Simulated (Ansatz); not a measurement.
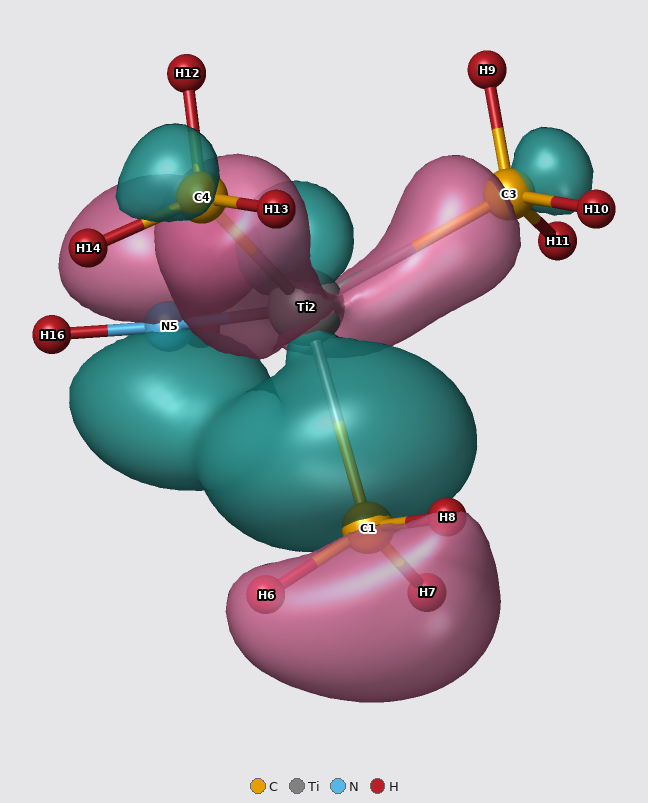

Figure. C$_{3}$H$_{11}$NTi (SMILES [CH3][Ti]([CH3])([CH3])[NH2]). The HOMO at ±0.1 Å⁻³ᐟ² (teal and pink are the two phases), seen at an oblique angle.

Geometry: PBE0-D4/def2-TZVP.

Method: RKS PBE0-D4/def2-TZVPP (Ansatz).

| atom | x (Å) | y (Å) | z (Å) |
| --- | --- | --- | --- |
| C | -0.7777 | 0.3021 | -1.7818 |
| Ti | -0.0556 | 0.1351 | 0.1539 |
| C | 2.0060 | 0.2656 | 0.0431 |
| C | -0.6299 | -1.7284 | 0.8450 |
| N | -0.7906 | 1.5173 | 1.1914 |
| H | -1.8698 | 0.2287 | -1.8044 |
| H | -0.4884 | 1.2595 | -2.2273 |
| H | -0.3574 | -0.5098 | -2.3878 |
| H | 2.4523 | -0.0381 | 0.9969 |
| H | 2.3744 | -0.4022 | -0.7442 |
| H | 2.3326 | 1.2856 | -0.1876 |
| H | -0.1192 | -1.9517 | 1.7886 |
| H | -0.3555 | -2.4928 | 0.1087 |
| H | -1.7115 | -1.7805 | 1.0112 |
| H | -0.3677 | 2.4237 | 1.3416 |
| H | -1.6649 | 1.4631 | 1.6971 |

> Describe this orbital and give its energy.

It lies mainly on C1 (about 35 %), Ti2 (about 25 %) and N5 (about 20 %). Its energy is −7.25 eV.
